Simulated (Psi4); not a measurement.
# U-r2SCAN/cc-pVDZ (Coulomb fitting set, sweep point 1) run of AlNH3O (SMILES [NH2][Al][OH])

Aim: the vertical ionisation energy of AlNH3O at U-r2SCAN/cc-pVDZ (Coulomb fitting set, sweep point 1), from 2 runs. 

The calculation is run with Psi4 1.11.

3 further runs of the same task are left out: 3 that didn't finish.

## Step 1: The molecule

The species is AlNH3O (6 atoms), meant as a doublet with charge 0. SMILES: `[NH2][Al][OH]`. Geometry: relaxed at PBE0-D4/def2-TZVP. This is one conformer, not always the lowest.

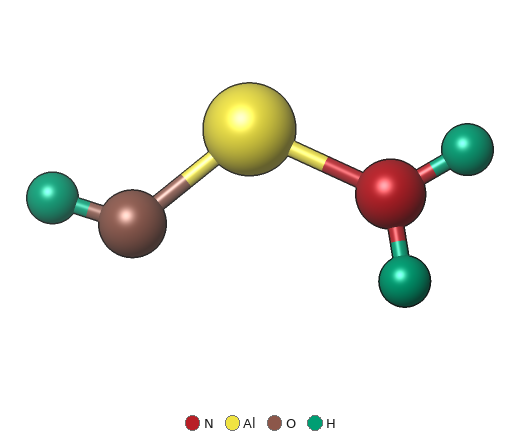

The structure, seen from a chosen angle (nitrogen red, aluminium yellow, oxygen brown, hydrogen teal).

## Step 2: A single-point energy at U-r2SCAN/cc-pVDZ (Coulomb fitting set, sweep point 1)

File calc.py:

```python
import psi4

psi4.set_memory('1600 MB')
psi4.set_num_threads(1)
psi4.core.set_output_file('run.log', False)

molecule = psi4.geometry("""
0 2
N     -0.923900     0.240200    -0.760800
Al     0.595200     0.601300     0.070700
O      1.194100    -0.618500     1.101200
H     -1.434300    -0.623600    -0.657200
H     -1.394700     0.861600    -1.396800
H      2.005700    -0.525100     1.596800
symmetry c1
""")

psi4.set_options({
    'reference': 'uks',
    'puream': True,
    'scf_type': 'df',
    'dft_radial_points': 99,
    'dft_spherical_points': 590,
    'df_basis_scf': 'def2-universal-jfit',
    'maxiter': 150,
})

result = psi4.energy("r2scan/cc-pVDZ", molecule=molecule)
print('E =', round(result, 9))
```

The run is started by

```sh
python calc.py
```

run.log:

```text
[...]
  Running in c1 symmetry.
[...]
  Nuclear repulsion =   93.731213434316217
[...]
  Multiplicity = 2
[...]
  Nalpha       = 16
  Nbeta        = 15
[...]
    Number of basis functions: 61
[...]
   @DF-UKS iter   1:  -373.63791454304658   -1.22836e-01   1.82887e-02 ADIIS/DIIS
[...]
   @DF-UKS iter  10:  -374.16151881835162   -2.37893e-08   7.40216e-07 DIIS
[...]
   @S^2 Observed:                7.536904675E-01
[...]
    Orbital Energies [Eh]
    ---------------------
    Alpha Occupied:
       1A    -55.769672     2A    -18.943332     3A    -14.138243
       4A     -4.065545     5A     -2.605555     6A     -2.604766
       7A     -2.600930     8A     -0.929484     9A     -0.784997
      10A     -0.459233    11A     -0.434890    12A     -0.373603
      13A     -0.307410    14A     -0.277859    15A     -0.219518
      16A     -0.175051
    Alpha Virtual:
      17A     -0.024917    18A      0.030928    19A      0.050352
      20A      0.123788    21A      0.144481    22A      0.146454
      23A      0.201228    24A      0.235817    25A      0.296361
[...]
  @DF-UKS Final Energy:  -374.16151881835162
   => Energetics <=
    Nuclear Repulsion Energy =             93.7312134343162171
    One-Electron Energy =                -703.9523446928369594
    Two-Electron Energy =                 271.3446426343540452
    DFT Exchange-Correlation Energy =     -35.2850301941849480
    Empirical Dispersion Energy =           0.0000000000000000
    VV10 Nonlocal Energy =                  0.0000000000000000
    Total Energy =                       -374.1615188183516238
[...]
 Multipole Moments:
 ------------------------------------------------------------------------------------
     Multipole            Electronic (a.u.)      Nuclear  (a.u.)        Total (a.u.)
 ------------------------------------------------------------------------------------
 L = 1.  Multiply by 2.5417464519 to convert [e a0] to [Debye]
 Dipole X            :          1.9843830           -1.9880953           -0.0037123
 Dipole Y            :          1.3413534           -1.1262401            0.2151133
 Dipole Z            :          0.6375738           -0.7510462           -0.1134724
 Magnitude           :                                                    0.2432355
[...]
```

The script printed:

```text
E = -374.161518818
```

It took 36 s on 1 thread of Intel Xeon Platinum 8375C at 2.90GHz (Ice Lake), shared host; peak memory 0.88 GiB.

## Step 3: The singlet cation

File run.py:

```python
import psi4

psi4.set_memory(1600000000)
psi4.set_num_threads(1)
psi4.set_output_file('alh3no.out', False)

m = psi4.geometry("""
1 1
N     -0.923900     0.240200    -0.760800
Al     0.595200     0.601300     0.070700
O      1.194100    -0.618500     1.101200
H     -1.434300    -0.623600    -0.657200
H     -1.394700     0.861600    -1.396800
H      2.005700    -0.525100     1.596800
symmetry c1
""")

psi4.set_options({
    'basis': 'cc-pVDZ',
    'puream': True,
    'scf_type': 'df',
    'dft_radial_points': 99,
    'dft_spherical_points': 590,
    'df_basis_scf': 'def2-universal-jfit',
})

e_tot = psi4.energy("r2scan")
print(f'total energy {e_tot:.8f} hartree = {e_tot * 27.211386:.5f} eV')
for k, v in sorted(psi4.core.scalar_variables().items()):
    print(f'{k:45s} {v:18.10f}')
```

The run is started by

```sh
python run.py
```

alh3no.out:

```text
[...]
  Running in c1 symmetry.
[...]
  Nuclear repulsion =   93.731213434316217
[...]
  Multiplicity = 1
[...]
  Nalpha       = 15
  Nbeta        = 15
[...]
    Number of basis functions: 61
[...]
   @DF-RKS iter   1:  -373.36713463574955    1.47944e-01   1.75230e-02 ADIIS/DIIS
[...]
   @DF-RKS iter  10:  -373.87033483821807   -3.23070e-09   1.13435e-07 DIIS
[...]
    Orbital Energies [Eh]
    ---------------------
    Doubly Occupied:
       1A    -56.093718     2A    -19.200156     3A    -14.370394
       4A     -4.382758     5A     -2.923705     6A     -2.921293
       7A     -2.914719     8A     -1.173360     9A     -1.005246
      10A     -0.696841    11A     -0.650177    12A     -0.604324
      13A     -0.548476    14A     -0.515964    15A     -0.442000
[...]
  @DF-RKS Final Energy:  -373.87033483821807
   => Energetics <=
    Nuclear Repulsion Energy =             93.7312134343162171
    One-Electron Energy =                -695.8284071659267056
    Two-Electron Energy =                 263.2031936879268983
    DFT Exchange-Correlation Energy =     -34.9763347945345444
    Empirical Dispersion Energy =           0.0000000000000000
    VV10 Nonlocal Energy =                  0.0000000000000000
    Total Energy =                       -373.8703348382180707
[...]
 Multipole Moments:
 ------------------------------------------------------------------------------------
     Multipole            Electronic (a.u.)      Nuclear  (a.u.)        Total (a.u.)
 ------------------------------------------------------------------------------------
 L = 1.  Multiply by 2.5417464519 to convert [e a0] to [Debye]
 Dipole X            :          2.6789758           -1.9880953            0.6908805
 Dipole Y            :          2.6537646           -1.1262401            1.5275246
 Dipole Z            :          0.4259420           -0.7510462           -0.3251042
 Magnitude           :                                                    1.7077295
[...]
```

On the terminal:

```text
total energy -373.87033484 hartree = -10173.53000 eV
CURRENT ENERGY                                   -373.8703348382
CURRENT REFERENCE ENERGY                         -373.8703348382
DD SOLVATION ENERGY                                 0.0000000000
DFT FUNCTIONAL TOTAL ENERGY                      -373.8703348382
DFT TOTAL ENERGY                                 -373.8703348382
DFT VV10 ENERGY                                     0.0000000000
DFT XC ENERGY                                     -34.9763347945
GRID ELECTRONS ALPHA                               14.9999997156
GRID ELECTRONS BETA                                14.9999997156
GRID ELECTRONS TOTAL                               29.9999994312
NUCLEAR REPULSION ENERGY                           93.7312134343
ONE-ELECTRON ENERGY                              -695.8284071659
PCM POLARIZATION ENERGY                             0.0000000000
PE ENERGY                                           0.0000000000
SCF ITERATION ENERGY                             -373.8703348382
SCF ITERATIONS                                     10.0000000000
SCF TOTAL ENERGY                                 -373.8703348382
TWO-ELECTRON ENERGY                               263.2031936879
XC GRID RADIAL POINTS                              99.0000000000
XC GRID SPHERICAL POINTS                          590.0000000000
XC GRID TOTAL POINTS                           336024.0000000000
```

Wall time 27 s (1 thread of Intel Xeon Platinum 8375C at 2.90GHz (Ice Lake), shared host); peak memory 0.89 GiB.

## Step 4: Outcome

At U-r2SCAN/cc-pVDZ (Coulomb fitting set, sweep point 1):

```
                                          quantity          value
                      doublet AlNH3O: total energy  -374.16152 Eh
                     doublet AlNH3O: dipole moment         0.62 D
doublet AlNH3O: HOMO energy (highest over α and β)       -4.76 eV
 doublet AlNH3O: LUMO energy (lowest over α and β)       -2.42 eV
                              doublet AlNH3O: ⟨S²⟩          0.754
                      singlet cation: total energy  -373.87033 Eh
                       singlet cation: HOMO energy      -12.03 eV
                       singlet cation: LUMO energy      -10.48 eV
                     singlet cation: HOMO–LUMO gap        1.55 eV
vertical ionisation energy (to the singlet cation)       7.924 eV
```

The vertical ionisation energy comes to 7.92 eV (183 kcal/mol). Only the singlet of the ionised species was computed; a triplet could lie lower.
